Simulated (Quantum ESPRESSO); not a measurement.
# The valence band of ScAl3 as photoemission sees it, part 18 of 18

Aim: the valence spectrum of ScAl3 from He I to hard X-rays, and which orbitals make each feature.

Quantum ESPRESSO 7.5; DFT, PBE, plane waves, ultrasoft GBRV pseudopotentials, scalar-relativistic (the session's first sound run).

So far, pressure (GPa): step 2 (the base run: self-consistent run) 0.955; step 6 (PBEsol ultrasoft GBRV, potentials gbrv-PBEsol-1.5) -1.33; step 10 (scale 0.96) 4.97; step 14 (other settings: self-consistent run: diagonalization = "cg") 0.96; step 17 (cutoff 816.3 eV, smearing width 0.01 eV, other density grid) 0.955.

**19. Projected DOS and spectra: ecutwfc = 60 and degauss = 0.00073**

Level of this step: DFT, PBE, plane waves, ultrasoft GBRV pseudopotentials, scalar-relativistic; changed: ecutwfc = 60, degauss = 0.00073 (Quantum ESPRESSO).

projwfc.x splits the states by atom and shell, which the spectra need, since each shell has its own cross section.

Contents of projwfc.in:

```
&projwfc
  prefix = 'pes'
  outdir = './tmp'
  filpdos = 'pes'
  ngauss = 0
  degauss = 0.00735
  DeltaE = 0.05
  Emin = -20.75
  Emax = 21.25
/
```

Launch:

```bash
OMP_NUM_THREADS=1 mpirun -n 4 projwfc.x -nk 4 -in projwfc.in > projwfc.out
```

What it wrote:

```text
[banner, memory and clock lines left out]
Program PROJWFC v.7.5 starts

          URL

     ./tmp/pes.save/

     IMPORTANT: XC functional enforced from input :
     Exchange-correlation= PBE
                           (   1   4   3   4   0   0   0)
     Any further DFT definition will be discarded
     Please, verify this is what you really want

     G-vector sticks info

     Gaussian broadening (read from input): ngauss,degauss=   0    0.007350

     Calling projwave ....

  Problem Sizes
  natomwfc =           25
  nbnd     =           22
  nkstot   =          120
  npwx     =         3695
  nkb      =           45

     Atomic states used for projection
     (read from pseudopotential files):

     state #   1: atom   1 (Sc ), wfc  1 (l=0 m= 1)
     state #   2: atom   1 (Sc ), wfc  2 (l=1 m= 1)
     state #   3: atom   1 (Sc ), wfc  2 (l=1 m= 2)
     state #   4: atom   1 (Sc ), wfc  2 (l=1 m= 3)
     state #   5: atom   1 (Sc ), wfc  3 (l=0 m= 1)
     state #   6: atom   1 (Sc ), wfc  4 (l=2 m= 1)
     state #   7: atom   1 (Sc ), wfc  4 (l=2 m= 2)
     state #   8: atom   1 (Sc ), wfc  4 (l=2 m= 3)
     state #   9: atom   1 (Sc ), wfc  4 (l=2 m= 4)
     state #  10: atom   1 (Sc ), wfc  4 (l=2 m= 5)
     state #  11: atom   1 (Sc ), wfc  5 (l=1 m= 1)
     state #  12: atom   1 (Sc ), wfc  5 (l=1 m= 2)
     state #  13: atom   1 (Sc ), wfc  5 (l=1 m= 3)
     state #  14: atom   2 (Al ), wfc  1 (l=0 m= 1)
     state #  15: atom   2 (Al ), wfc  2 (l=1 m= 1)
     state #  16: atom   2 (Al ), wfc  2 (l=1 m= 2)
     state #  17: atom   2 (Al ), wfc  2 (l=1 m= 3)
     state #  18: atom   3 (Al ), wfc  1 (l=0 m= 1)
     state #  19: atom   3 (Al ), wfc  2 (l=1 m= 1)
     state #  20: atom   3 (Al ), wfc  2 (l=1 m= 2)
     state #  21: atom   3 (Al ), wfc  2 (l=1 m= 3)
     state #  22: atom   4 (Al ), wfc  1 (l=0 m= 1)
     state #  23: atom   4 (Al ), wfc  2 (l=1 m= 1)
     state #  24: atom   4 (Al ), wfc  2 (l=1 m= 2)
     state #  25: atom   4 (Al ), wfc  2 (l=1 m= 3)

 k =   0.0000000000  0.0000000000  0.0000000000
==== e(   1) =   -39.77252 eV ====
     psi = 0.979*[#   1]+0.007*[#  14]+0.007*[#  18]+0.007*[#  22]
    |psi|^2 = 1.000
==== e(   2) =   -18.47375 eV ====
     psi = 0.327*[#   2]+0.327*[#   3]+0.327*[#   4]+0.003*[#  16]+0.003*[#  17]
          +0.003*[#  19]+0.003*[#  21]+0.003*[#  23]+0.003*[#  24]+0.001*[#  11]
          +0.001*[#  12]+0.001*[#  13]
    |psi|^2 = 1.000
==== e(   3) =   -18.47375 eV ====
     psi = 0.327*[#   2]+0.327*[#   3]+0.327*[#   4]+0.003*[#  16]+0.003*[#  17]
          +0.003*[#  19]+0.003*[#  21]+0.003*[#  23]+0.003*[#  24]+0.001*[#  11]
          +0.001*[#  12]+0.001*[#  13]
    |psi|^2 = 1.000
==== e(   4) =   -18.47375 eV ====
     psi = 0.327*[#   2]+0.327*[#   3]+0.327*[#   4]+0.003*[#  16]+0.003*[#  17]
          +0.003*[#  19]+0.003*[#  21]+0.003*[#  23]+0.003*[#  24]+0.001*[#  11]
          +0.001*[#  12]+0.001*[#  13]
    |psi|^2 = 1.000
==== e(   5) =    -0.84712 eV ====
     psi = 0.354*[#   5]+0.209*[#  14]+0.209*[#  18]+0.209*[#  22]+0.016*[#   1]

    |psi|^2 = 0.996
==== e(   6) =     6.59568 eV ====
     psi = 0.261*[#   6]+0.261*[#   9]+0.146*[#  14]+0.146*[#  18]+0.146*[#  22]

    |psi|^2 = 0.960
==== e(   7) =     6.59568 eV ====
     psi = 0.261*[#   6]+0.261*[#   9]+0.146*[#  14]+0.146*[#  18]+0.146*[#  22]

    |psi|^2 = 0.960
==== e(   8) =     7.36914 eV ====
     psi = 0.121*[#  15]+0.121*[#  20]+0.121*[#  25]+0.095*[#  16]+0.095*[#  17]
          +0.095*[#  19]+0.095*[#  21]+0.095*[#  23]+0.095*[#  24]+0.019*[#  11]
          +0.019*[#  12]+0.019*[#  13]+0.003*[#   2]+0.003*[#   3]+0.003*[#   4]

    |psi|^2 = 0.998
==== e(   9) =     7.36914 eV ====
     psi = 0.121*[#  15]+0.121*[#  20]+0.121*[#  25]+0.095*[#  16]+0.095*[#  17]
          +0.095*[#  19]+0.095*[#  21]+0.095*[#  23]+0.095*[#  24]+0.019*[#  11]
          +0.019*[#  12]+0.019*[#  13]+0.003*[#   2]+0.003*[#   3]+0.003*[#   4]

    |psi|^2 = 0.998
==== e(  10) =     7.36914 eV ====
     psi = 0.121*[#  15]+0.121*[#  20]+0.121*[#  25]+0.095*[#  16]+0.095*[#  17]
          +0.095*[#  19]+0.095*[#  21]+0.095*[#  23]+0.095*[#  24]+0.019*[#  11]
          +0.019*[#  12]+0.019*[#  13]+0.003*[#   2]+0.003*[#   3]+0.003*[#   4]

    |psi|^2 = 0.998
==== e(  11) =    10.50954 eV ====
     psi = 0.467*[#   5]+0.087*[#  14]+0.087*[#  18]+0.087*[#  22]+0.003*[#   1]

    |psi|^2 = 0.731
==== e(  12) =    10.53373 eV ====
     psi = 0.305*[#   7]+0.305*[#   8]+0.305*[#  10]
    |psi|^2 = 0.914
==== e(  13) =    10.53373 eV ====
     psi = 0.305*[#   7]+0.305*[#   8]+0.305*[#  10]
    |psi|^2 = 0.914
==== e(  14) =    10.53373 eV ====
     psi = 0.305*[#   7]+0.305*[#   8]+0.305*[#  10]
    |psi|^2 = 0.914
==== e(  15) =    13.94586 eV ====
     psi = 0.229*[#   6]+0.229*[#   9]+0.177*[#  14]+0.177*[#  18]+0.177*[#  22]

    |psi|^2 = 0.988
==== e(  16) =    13.94586 eV ====
     psi = 0.229*[#   6]+0.229*[#   9]+0.177*[#  14]+0.177*[#  18]+0.177*[#  22]

    |psi|^2 = 0.988
[...]
psi = 0.165*[#  16]+0.165*[#  17]+0.165*[#  19]+0.165*[#  21]+0.165*[#  23]
          +0.165*[#  24]
[...]
psi = 0.165*[#  16]+0.165*[#  17]+0.165*[#  19]+0.165*[#  21]+0.165*[#  23]
          +0.165*[#  24]
[...]
psi = 0.165*[#  16]+0.165*[#  17]+0.165*[#  19]+0.165*[#  21]+0.165*[#  23]
          +0.165*[#  24]
[...]
psi = 0.024*[#   7]+0.024*[#   8]+0.024*[#  10]
[...]
psi = 0.024*[#   7]+0.024*[#   8]+0.024*[#  10]
[...]
psi = 0.024*[#   7]+0.024*[#   8]+0.024*[#  10]
[...]
k =   0.0000000000  0.0000000000  0.0714285714
[...]
psi = 0.973*[#   1]+0.006*[#  14]+0.006*[#  18]+0.006*[#  22]+0.001*[#  16]
          +0.001*[#  17]+0.001*[#  19]+0.001*[#  21]+0.001*[#  23]+0.001*[#  24]

[...]
+0.002*[#  19]+0.002*[#  21]+0.002*[#  23]+0.002*[#  24]+0.001*[#  11]
          +0.001*[#  12]+0.001*[#  13]
[...]
+0.003*[#  19]+0.003*[#  21]+0.003*[#  23]+0.003*[#  24]+0.001*[#  11]
          +0.001*[#  12]+0.001*[#  13]
[...]
+0.003*[#  19]+0.003*[#  21]+0.003*[#  23]+0.003*[#  24]+0.001*[#  11]
          +0.001*[#  12]+0.001*[#  13]
[...]
+0.008*[#  11]+0.008*[#  12]+0.008*[#  13]+0.004*[#  15]+0.004*[#  20]
          +0.004*[#  25]+0.002*[#  16]+0.002*[#  17]+0.002*[#  19]+0.002*[#  21]
          +0.002*[#  23]+0.002*[#  24]
[...]
+0.035*[#  15]+0.035*[#  20]+0.035*[#  25]+0.032*[#  16]+0.032*[#  17]
[...]
+0.001*[#   4]
[...]
+0.054*[#  24]
[...]
+0.031*[#  22]
[...]
+0.019*[#  24]+0.003*[#   6]+0.003*[#   9]
[...]
k =   0.0000000000  0.0000000000  0.2142857143
[...]
+0.002*[#   5]+0.002*[#  14]+0.002*[#  18]+0.002*[#  22]
[...]
+0.001*[#  21]+0.001*[#  23]+0.001*[#  24]
[...]
+0.001*[#  12]+0.001*[#  13]
[...]
+0.016*[#  24]
[...]
+0.002*[#   2]+0.002*[#   3]+0.002*[#   4]
[...]
+0.002*[#   2]+0.002*[#   3]+0.002*[#   4]
[...]
+0.005*[#  11]+0.005*[#  12]+0.005*[#  13]
[...]
psi = 0.310*[#   7]+0.310*[#   8]+0.310*[#  10]
[...]
+0.008*[#   1]+0.006*[#  15]+0.006*[#  20]+0.006*[#  25]
[...]
+0.048*[#  24]
[...]
+0.004*[#   1]
[...]
+0.015*[#  24]+0.002*[#   6]+0.002*[#   9]
[...]
k =   0.0000000000  0.0000000000  0.2857142857
[...]
+0.001*[#   2]+0.001*[#   3]+0.001*[#   4]
[...]
+0.001*[#   2]+0.001*[#   3]+0.001*[#   4]
[...]
psi = 0.313*[#   7]+0.313*[#   8]+0.313*[#  10]
[...]
+0.012*[#  21]+0.012*[#  23]+0.012*[#  24]+0.006*[#   1]
[...]
+0.007*[#  25]+0.001*[#  11]+0.001*[#  12]+0.001*[#  13]
[...]
k =   0.0000000000  0.0000000000  0.3571428571
[...]
+0.002*[#  22]+0.002*[#  15]+0.002*[#  20]+0.002*[#  25]
[...]
psi = 0.317*[#   7]+0.317*[#   8]+0.317*[#  10]
[...]
+0.006*[#  14]+0.006*[#  18]+0.006*[#  22]+0.003*[#   1]
[...]
+0.008*[#  25]+0.001*[#  11]+0.001*[#  12]+0.001*[#  13]
[...]
psi = 0.005*[#   7]+0.005*[#   8]+0.005*[#  10]
[...]
k =   0.0000000000  0.0000000000  0.4285714286
[...]
+0.002*[#  22]+0.002*[#  15]+0.002*[#  20]+0.002*[#  25]
[...]
psi = 0.319*[#   7]+0.319*[#   8]+0.319*[#  10]
[...]
psi = 0.001*[#   7]+0.001*[#   8]+0.001*[#  10]
[...]
+0.005*[#  25]+0.001*[#  11]+0.001*[#  12]+0.001*[#  13]
[...]
k =   0.0000000000  0.0000000000 -0.5000000000
[...]
psi = 0.327*[#  14]+0.327*[#  18]+0.327*[#  22]
[...]
+0.134*[#  24]+0.059*[#  11]+0.059*[#  12]+0.059*[#  13]
[...]
+0.134*[#  24]+0.059*[#  11]+0.059*[#  12]+0.059*[#  13]
[...]
psi = 0.320*[#   7]+0.320*[#   8]+0.320*[#  10]
[...]
k =   0.0000000000  0.0714285714  0.0714285714
[...]
+0.002*[#  19]+0.002*[#  21]+0.002*[#  23]+0.002*[#  24]
[...]
+0.006*[#  13]+0.001*[#   2]+0.001*[#   3]+0.001*[#   4]
[...]
+0.010*[#  19]+0.010*[#  21]+0.010*[#  23]+0.010*[#  24]
[...]
k =   0.0000000000  0.0714285714  0.1428571429
[...]
k =   0.0000000000  0.0714285714  0.2142857143
[...]
k =   0.0000000000  0.0714285714  0.2857142857
[...]
k =   0.0000000000  0.0714285714  0.3571428571
[...]
k =   0.0000000000  0.0714285714  0.4285714286
[...]
k =   0.0000000000  0.0714285714 -0.5000000000
[...]
+0.034*[#  12]+0.034*[#  13]
[...]
+0.029*[#  23]+0.029*[#  24]
[...]
+0.009*[#  20]+0.009*[#  25]
[...]
psi = 0.025*[#  
[... cut ...]
2 = 0.548

 k =   0.2857142857  0.3571428571  0.4285714286
[...]
+0.002*[#   6]+0.002*[#   9]
[...]
+0.001*[#   5]
[...]
+0.002*[#   5]
[...]
+0.004*[#   6]+0.004*[#   9]
[...]
+0.003*[#   9]
[...]
k =   0.2857142857  0.3571428571 -0.5000000000
[...]
+0.002*[#  13]
[...]
+0.002*[#   4]
[...]
+0.003*[#   3]+0.003*[#   4]
[...]
+0.002*[#   4]
[...]
+0.003*[#   3]+0.003*[#   4]
[...]
+0.002*[#   3]+0.002*[#   4]
[...]
+0.001*[#  13]
[...]
+0.006*[#   1]+0.004*[#  14]+0.004*[#  18]+0.004*[#  22]
[...]
+0.081*[#  22]+0.022*[#  15]+0.022*[#  20]+0.022*[#  25]
[...]
+0.004*[#  11]+0.004*[#  12]+0.004*[#  13]
[...]
+0.010*[#  23]+0.010*[#  24]+0.006*[#   6]+0.006*[#   9]
[...]
+0.002*[#  11]+0.002*[#  12]+0.002*[#  13]
[...]
+0.002*[#  14]+0.002*[#  18]+0.002*[#  22]
[...]
+0.011*[#  14]+0.011*[#  18]+0.011*[#  22]
[...]
+0.001*[#  11]+0.001*[#  12]+0.001*[#  13]
[...]
k =   0.2857142857  0.4285714286  0.4285714286
[...]
+0.002*[#  13]
[...]
+0.004*[#  19]+0.004*[#  21]+0.004*[#  23]+0.004*[#  24]
[...]
+0.005*[#  19]+0.005*[#  21]+0.005*[#  23]+0.005*[#  24]
[...]
+0.003*[#  19]+0.003*[#  21]+0.003*[#  23]+0.003*[#  24]
[...]
+0.002*[#   2]+0.002*[#   3]+0.002*[#   4]
    |psi|^2 = 0.996
==== e(   6) =     4.04283 eV ====
     psi = 0.150*[#  14]+0.150*[#  18]+0.150*[#  22]+0.062*[#  11]+0.062*[#  12]
[...]
+0.003*[#   4]+0.002*[#   6]+0.002*[#   9]
    |psi|^2 = 0.994
==== e(   7) =     4.16736 eV ====
     psi = 0.128*[#  14]+0.128*[#  18]+0.128*[#  22]+0.047*[#   7]+0.047*[#   8]
[...]
|psi|^2 = 0.995
==== e(   8) =     5.91478 eV ====
     psi = 0.103*[#  16]+0.103*[#  17]+0.103*[#  19]+0.103*[#  21]+0.103*[#  23]
[...]
|psi|^2 = 0.996
==== e(   9) =     6.28468 eV ====
     psi = 0.115*[#  15]+0.115*[#  20]+0.115*[#  25]+0.056*[#  16]+0.056*[#  17]
[...]
+0.002*[#   2]+0.002*[#   3]+0.002*[#   4]
    |psi|^2 = 0.994
==== e(  10) =     7.19126 eV ====
     psi = 0.097*[#  16]+0.097*[#  17]+0.097*[#  19]+0.097*[#  21]+0.097*[#  23]
          +0.097*[#  24]+0.075*[#   7]+0.075*[#   8]+0.075*[#  10]+0.035*[#  14]
          +0.035*[#  18]+0.035*[#  22]+0.018*[#  11]+0.018*[#  12]+0.018*[#  13]
          +0.005*[#   6]+0.005*[#   9]+0.003*[#   2]+0.003*[#   3]+0.003*[#   4]

    |psi|^2 = 0.992
==== e(  11) =     7.60708 eV ====
     psi = 0.079*[#   7]+0.079*[#   8]+0.079*[#  10]+0.072*[#  15]+0.072*[#  20]
          +0.072*[#  25]+0.067*[#  14]+0.067*[#  18]+0.067*[#  22]+0.051*[#  16]
          +0.051*[#  17]+0.051*[#  19]+0.051*[#  21]+0.051*[#  23]+0.051*[#  24]
          +0.009*[#   5]+0.003*[#  11]+0.003*[#  12]+0.003*[#  13]+0.002*[#   6]
          +0.002*[#   9]+0.002*[#   2]+0.002*[#   3]+0.002*[#   4]
    |psi|^2 = 0.985
==== e(  12) =    11.20321 eV ====
     psi = 0.508*[#   5]+0.151*[#   6]+0.151*[#   9]+0.024*[#   7]+0.024*[#   8]
          +0.024*[#  10]+0.021*[#  11]+0.021*[#  12]+0.021*[#  13]+0.009*[#   1]
          +0.003*[#  14]+0.003*[#  18]+0.003*[#  22]+0.001*[#  16]+0.001*[#  17]
          +0.001*[#  19]+0.001*[#  21]+0.001*[#  23]+0.001*[#  24]
    |psi|^2 = 0.972
==== e(  13) =    11.77340 eV ====
     psi = 0.474*[#   6]+0.474*[#   9]+0.005*[#  16]+0.005*[#  17]+0.005*[#  19]
          +0.005*[#  21]+0.005*[#  23]+0.005*[#
```

Elapsed: 1.8 s, on 4 MPI ranks of Arm Neoverse V1, shared host; 7.1 s of CPU time.

This step gave:

```
share of occupied states in no projected shell : 0.0051 of the occupied states in the window
DOS at the Fermi level                         : 1.342 states/eV/cell
```

The DOS has structure finer than the step of the table below, so its rows give means over 2.5 eV, whole bins alone (the curve runs from -29.5 to 6.57 eV). Peaks (eV: height): total -27.73: 31.1, 2.37: 4.55; Al 3p -2.83: 1.33, -2.23: 1.56, -1.73: 2.01, 6.47: 1.66; Sc 3d -1.73: 1.01, 2.37: 2.96, 3.97: 1.72, 6.37: 0.688; Al 3s 3.47: 0.798, 3.97: 0.759, 4.57: 0.609, 5.67: 0.614; Sc 4p -5.43: 0.280, 2.87: 0.351, 3.47: 0.308, 5.77: 0.271.

DOS against E, zero at the Fermi level; means over each step; values in states/eV/cell:

| E (eV) | total | Al 3p | Sc 3d | Al 3s | Sc 4p | Sc 4s | Sc 3p |
| --- | --- | --- | --- | --- | --- | --- | --- |
| -27.5 | 2.40 | 0.0351 | 1.9e-4 | 0.00497 | 0.00456 | 3.2e-4 | 2.36 |
| -25.0 | 0 | 0 | 0 | 0 | 0 | 0 | 0 |
| -22.5 | 0 | 0 | 0 | 0 | 0 | 0 | 0 |
| -20.0 | 0 | 0 | 0 | 0 | 0 | 0 | 0 |
| -17.5 | 0 | 0 | 0 | 0 | 0 | 0 | 0 |
| -15.0 | 0 | 0 | 0 | 0 | 0 | 0 | 0 |
| -12.5 | 0 | 0 | 0 | 0 | 0 | 0 | 0 |
| -10.0 | 0.202 | 0.0465 | 8.4e-4 | 0.0802 | 0.0396 | 0.0345 | 0 |
| -7.5 | 0.763 | 0.309 | 0.0329 | 0.223 | 0.153 | 0.0417 | 0 |
| -5.0 | 1.19 | 0.504 | 0.132 | 0.367 | 0.148 | 0.0346 | 0 |
| -2.5 | 1.97 | 1.17 | 0.467 | 0.191 | 0.0967 | 0.0268 | 0 |
| 0.0 | 1.65 | 0.684 | 0.682 | 0.157 | 0.0511 | 0.0282 | 0 |
| 2.5 | 3.17 | 0.654 | 1.61 | 0.387 | 0.215 | 0.157 | 0 |
| 5.0 | 2.49 | 0.896 | 0.642 | 0.476 | 0.190 | 0.0799 | 0 |

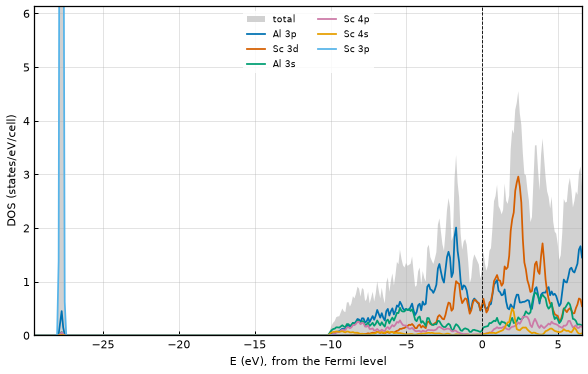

DOS, plotted against E. The peaks of deep states run off the scale.

Simulated valence spectra by photon energy, shown to 13 eV, since a deeper line would dwarf them at some energies; the 100 % can be that line's tail at the edge; this run's widths, added to any smearing of the DOS itself: Gaussian 0.6 eV, Lorentzian 0.2 eV plus 0.05 an eV of depth. Table of intensity by binding energy, zero at the Fermi level; values in % of the maximum within 13 eV:

| binding energy (eV) | 21.2 eV | 100 eV | 150 eV | 1486.7 eV | 8047.8 eV |
| --- | --- | --- | --- | --- | --- |
| 0 | 40.8 | 38.3 | 37.7 | 24.8 | 14.5 |
| 2 | 85.1 | 88.8 | 89.9 | 76.2 | 47.7 |
| 4 | 29.2 | 35.6 | 38.8 | 78.3 | 73.6 |
| 6 | 14.2 | 21.4 | 25.2 | 77.5 | 78.7 |
| 8 | 6.58 | 12.0 | 15.1 | 57.5 | 58.5 |
| 10 | 1.58 | 3.34 | 4.65 | 23.3 | 25.0 |
| 12 | - | 0.942 | 1.57 | 6.52 | 4.00 |

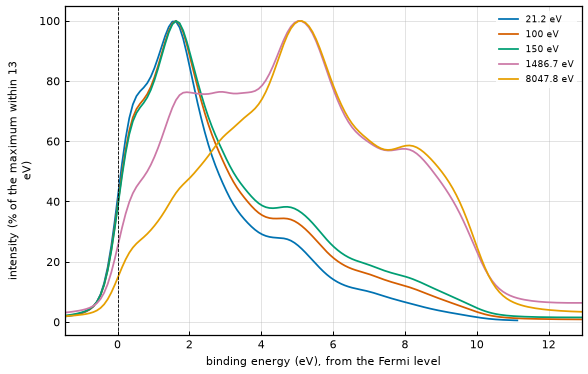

Intensity against binding energy.

Spectra as before, but with a recipe of its own (widths, and in some runs the light), which changes peak heights and what is resolved: Gaussian 0.6 eV, Lorentzian 0.2 eV plus 0.05 times the binding energy, unpolarised light, analyser at 90°, Fermi edge at 300 K; some photon energies differ too.

Side by side:

| quantity | this run | base run | difference |
| --- | --- | --- | --- |
| DOS at the Fermi level (states/eV/cell) | 1.3418 | 1.2537 | 0.0881 |

**20. Summary of results**

| Property | Result |
| --- | --- |
| least gap on the mesh and the path | under 0.05 eV or none |
| strongest listed peak within 13 eV of the zero, at 1486.7 eV | 4.9 eV binding, mostly Al 3s |
| strongest listed peak within 13 eV of the zero, at 21.2 eV | 1.6 eV binding, mostly Sc 3d |
| Sc 3d centre of the filled part | -2.23 eV (2.3 states an atom) |
| PBE | no clear gap, highest Al Kα peak within 13 eV at 4.9 eV (Al 3s) |
| PBEsol | no clear gap, highest Al Kα peak within 13 eV at 4.9 eV (Al 3s) |
| volume × 0.96 | no clear gap, highest Al Kα peak within 13 eV at 5.0 eV (Al 3s) |
| other settings | no clear gap, highest Al Kα peak within 13 eV at 4.9 eV (Al 3s) |
| other settings #2 | no clear gap, highest Al Kα peak within 13 eV at 5.1 eV (Al 3s) |

**Reading.** ScAl3 is without a gap at the base level, and its valence spectrum changes with photon energy as the shells' cross sections do. At 21.2 eV the valence spectrum has its highest listed peaks within 10.8 eV at 0.4 eV (Sc 3d), 1.6 eV (Sc 3d) and 4.6 eV (Sc 3d). At 1486.7 eV the valence spectrum has its highest listed peaks within 13 eV at 1.7 eV (mixed, Al 3s leading), 2.2 eV (Al 3s), 2.8 eV (Al 3s), 3.5 eV (Al 3s) and 4.9 eV (Al 3s), and the deeper Sc 3p line at 27.7 eV is higher still (without the spin–orbit splitting that a measurement shows). The shell named is the one with most of the intensity, cross sections included, not always the one with most states there. In the main run, from 1486.7 eV towards hard X-rays the Al 3s share grows by 20 points, as its cross section falls more slowly with photon energy than those of the shells it gains on. At 21.2 eV the area is led by Sc 3d (86 %), at 8047.8 eV by Sc 3p (63 %), a shell that the model's window at 21.2 eV leaves out. These are Kohn–Sham levels; self-energy shifts and satellites are missing. Each run has its own recipe for the spectra (widths, photon energies, in some runs the light), so peak heights and places can differ between runs for that reason too. The structure comes from a computed Materials Project entry, not from a measurement.

[Logs are printed without paths, hosts, clocks, repeated set-up lines and the standing remarks that a program may print on its own settings, such as how far it seeks lower states.]

[Hosts, paths, dates, database ids (printed as entryN), source tags and the programs' standing remarks are cut or masked in the printed files.]

[Maps of the electrostatic potential energy from Ansatz leave out the sawtooth potential of an applied field or a dipole correction, so their vacuum need not be flat; work functions include it.]

[Peak lists hold at most the 14 tallest peaks of each spectrum; further lines can be left out.]
